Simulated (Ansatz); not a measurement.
**doublet [MoCl2O2]+: levels of theory compared**

We compute a comparison of 5 runs (U-revPBE/def2-SVP, UCAM-B3LYP/def2-SVP, USVWN5/def2-SVP, UCCSD/def2-SVP, UCCSD(T)/def2-SVP) of doublet [MoCl2O2]+. 

The results are computed with Ansatz 0.2.0.

2 further runs of the same task are left out: 2 that didn't finish.

## (1) The system as given

[MoCl2O2]+ has 5 atoms, charge +1, and is taken as a doublet. As SMILES of the parent species, `O=[Mo](=O)(Cl)Cl`. The coordinates come from a PBE0-D4/def2-TZVP relaxation. That shape belongs to the parent species and isn't relaxed for this state.

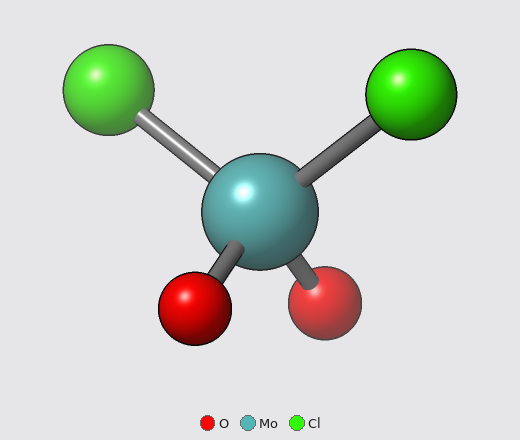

The structure, seen from a chosen angle (oxygen red, molybdenum teal, chlorine green).

## (2) The energy at U-revPBE/def2-SVP (core potential) (run 1)

input.yaml

```yaml
crystal:
  periodic: [false, false, false]
  atoms:
    - {symbol: O, position_ang: [0.160790, -0.193810, 1.710330]}
    - {symbol: Mo, position_ang: [0.067390, -0.061640, 0.055230]}
    - {symbol: O, position_ang: [1.227030, -1.074450, -0.573270]}
    - {symbol: Cl, position_ang: [-1.960190, -0.720580, -0.637400]}
    - {symbol: Cl, position_ang: [0.504990, 2.050480, -0.554890]}
basis:
  gaussian: {orbitals: def2-SVP}
total_charge: 1
magnetization: {spin_polarized: true, initial_magnetization: 1}
hamiltonian: {xc: {name: revPBE}}
accuracy: high
output: {orbitals: {seedname: orbitals}}
```

Started as:

```console
$ ansatz run input.yaml --threads 1 --pin off --max-ram 3480MiB --events-out events.jsonl --progress --plain --runs-dir runs
```

What it wrote:

```text
Warning: RAYON_NUM_THREADS=1 ignored (pool sized by the plan → 1); use --threads N
Functional definition: revPBE
  name "revPBE"
  parameter kappa = 1.245
  parameter beta = 0.06672455060314922
  exchange = pbe_x(kappa = kappa, mu = beta*pi^2/3)
  correlation = pbe_c(beta = beta)
1955 factors; integrals over basis functions are off by at most 6.0e-8 eV
mean field evaluation 1: about -30943.2704 eV, gradient 8.5e1 eV
mean field evaluation 2: about -30553.6971 eV, gradient 2.4e2 eV
mean field evaluation 4: about -30864.5814 eV, gradient 1.5e2 eV
mean field evaluation 8: about -30973.2761 eV, gradient 1.4e1 eV
mean field evaluation 16: about -30974.2786 eV, gradient 2.2e-2 eV
mean field evaluation 32: about -30974.2791 eV, gradient 3.4e-8 eV
mean field evaluation 64: about -30974.1935 eV, gradient 7.0e-1 eV
mean field evaluation 96: about -30974.0668 eV, gradient 5.3e0 eV
mean field evaluation 128: about -30974.2295 eV, gradient 3.5e-1 eV
mean field -30974.27905506 eV, -1138.2837601529 hartree, gradient 3.4e-8 eV, S^2 0.758707; 10 other end points of the search recorded, 0 dependent functions left out
reference -30974.27906258 eV, -1138.2837604294 hartree; 32, 31 occupied and 63, 64 virtual orbitals, 1955 factors
Total energy: -30974.27906258 eV, -1138.2837604294 hartree
```

Wall time 90 s (1 thread of Intel Xeon Platinum 8259CL at 2.50GHz (Skylake/Cascade Lake), shared host); peak memory 0.38 GiB.

## (3) The energy at UCAM-B3LYP/def2-SVP (core potential) (run 2)

molecule.yaml

```yaml
crystal:
  periodic: [false, false, false]
  atoms:
    - symbol: O
      position_ang: [0.160790, -0.193810, 1.710330]
    - symbol: Mo
      position_ang: [0.067390, -0.061640, 0.055230]
    - symbol: O
      position_ang: [1.227030, -1.074450, -0.573270]
    - symbol: Cl
      position_ang: [-1.960190, -0.720580, -0.637400]
    - symbol: Cl
      position_ang: [0.504990, 2.050480, -0.554890]
basis:
  gaussian: {orbitals: def2-SVP}
total_charge: 1
magnetization: {spin_polarized: true, initial_magnetization: 1}
hamiltonian: {xc: {name: CAM-B3LYP}}
accuracy: high
output: {orbitals: {seedname: orbitals}}
```

Started as:

```console
$ ansatz run molecule.yaml --threads 1 --pin off --max-ram 3480MiB --events-out events.jsonl --progress --plain --runs-dir runs
```

What it wrote, cut to the lines that bear on the results:

```text
Warning: RAYON_NUM_THREADS=1 ignored (pool sized by the plan → 1); use --threads N
Functional definition: CAM-B3LYP
  name "CAM-B3LYP"
[...]
1955 factors; integrals over basis functions are off by at most 6.0e-8 eV
414 factors; integrals over basis functions are off by at most 1.5e-9 eV
[...]
mean field -30974.80727879 eV, -1138.3031720171 hartree, gradient 3.1e-8 eV, S^2 0.820114; 12 other end points of the search recorded, 0 dependent functions left out
reference -30974.80730006 eV, -1138.3031727988 hartree; 32, 31 occupied and 63, 64 virtual orbitals, 1955 factors
Total energy: -30974.80730006 eV, -1138.3031727988 hartree
```

Wall time 2.2 min (1 thread of Intel Xeon Platinum 8259CL at 2.50GHz (Skylake/Cascade Lake), shared host); peak memory 0.69 GiB.

## (4) The energy at USVWN5/def2-SVP (core potential) (run 3)

Changes to molecule.yaml since step 3:

```diff
@@ -14,7 +14,12 @@
 basis:
-  gaussian: {orbitals: def2-SVP}
+  gaussian:
+    orbitals: def2-SVP
+accuracy: high
+magnetization:
+  spin_polarized: true
+  initial_magnetization: 1
 total_charge: 1
-magnetization: {spin_polarized: true, initial_magnetization: 1}
-hamiltonian: {xc: {name: CAM-B3LYP}}
-accuracy: high
-output: {orbitals: {seedname: orbitals}}
+hamiltonian:
+  xc: {name: SVWN5}
+output:
+  orbitals: {seedname: orbitals}
```

Started as:

```console
$ ansatz run molecule.yaml --threads 1 --pin off --max-ram 3480MiB --events-out events.jsonl --progress --plain --runs-dir runs
```

What it wrote, cut to the lines that bear on the results:

```text
Warning: RAYON_NUM_THREADS=1 ignored (pool sized by the plan → 1); use --threads N
Functional definition: SVWN5
  name "SVWN5"
[...]
1955 factors; integrals over basis functions are off by at most 6.0e-8 eV
[...]
mean field -30866.23639585 eV, -1134.3132656610 hartree, gradient 5.0e-8 eV, S^2 0.754974; 20 other end points of the search recorded, 0 dependent functions left out
reference -30866.23640173 eV, -1134.3132658769 hartree; 32, 31 occupied and 63, 64 virtual orbitals, 1955 factors
Total energy: -30866.23640173 eV, -1134.3132658769 hartree
```

Wall time 53 s (1 thread of Intel Xeon Platinum 8259CL at 2.50GHz (Skylake/Cascade Lake), shared host); peak memory 0.34 GiB.

Run 4 isn't shown in full; the table further down has it.

## (5) A single-point energy at UCCSD(T)/def2-SVP (core potential) (run 5)

run.yaml

```yaml
crystal:
  periodic: [false, false, false]
  atoms:
    - symbol: O
      position_ang: [0.160790, -0.193810, 1.710330]
    - symbol: Mo
      position_ang: [0.067390, -0.061640, 0.055230]
    - symbol: O
      position_ang: [1.227030, -1.074450, -0.573270]
    - symbol: Cl
      position_ang: [-1.960190, -0.720580, -0.637400]
    - symbol: Cl
      position_ang: [0.504990, 2.050480, -0.554890]
basis:
  gaussian:
    orbitals: def2-SVP
total_charge: 1
magnetization:
  spin_polarized: true
  initial_magnetization: 1
correlation:
  method: ccsd_t
  frozen_orbitals: {Cl: 5, Mo: 0, O: 1}
accuracy: high
scf:
  omitted_lower_state_checks: [cluster_reference, increment]
```

Started as:

```console
$ ansatz run run.yaml --threads 1 --pin off --max-ram 3480MiB --events-out events.jsonl --progress --plain --runs-dir runs
```

What it wrote:

```text
Warning: RAYON_NUM_THREADS=1 ignored (pool sized by the plan → 1); use --threads N
[... 34 lines left out ...]
12 core orbitals not correlated: weight in the atoms' cores, before any rotation towards them, 1.000 or more for the frozen orbitals, at most 0.000 for the correlated occupied ones
[... 42 lines left out ...]
Total energy: -30928.14068639 eV, -1136.5882063783 hartree
Checks for a lower state left out: cluster_reference, increment
```

Wall time 6.3 min (1 thread of Intel Xeon Platinum 8259CL at 2.50GHz (Skylake/Cascade Lake), shared host); peak memory 1.4 GiB.

## (6) The series

```
run                                 level  frozen core orbitals   energy (Eh)  HOMO energy (eV)   ⟨S²⟩  wall time
  1    U-revPBE/def2-SVP (core potential)                     –  -1138.283760            -14.49  0.759       90 s
  2  UCAM-B3LYP/def2-SVP (core potential)                     –  -1138.303173            -16.86  0.820    2.2 min
  3      USVWN5/def2-SVP (core potential)                     –  -1134.313266            -14.72  0.755       53 s
  4       UCCSD/def2-SVP (core potential)                    12  -1136.531382                 –  1.213    4.9 min
  5    UCCSD(T)/def2-SVP (core potential)                    12  -1136.588206                 –  1.213    6.3 min
```

## (7) Results

```
                                           quantity           value
                                run 5: total energy  -1136.58821 Eh
run 5: correlation energy (12 core orbitals frozen)     -1058.3 mEh
                              run 5: (T) correction      -56.82 mEh
           run 5: ⟨S²⟩ of the reference determinant           1.213
                               run 5: T1 diagnostic           0.048
```

**Reading.** Totals of different functionals can't be ranked against each other. Spin contamination of the reference: run 4 ⟨S²⟩ = 1.21, run 5 ⟨S²⟩ = 1.21. All runs together took 16 min, the longest 6.3 min.
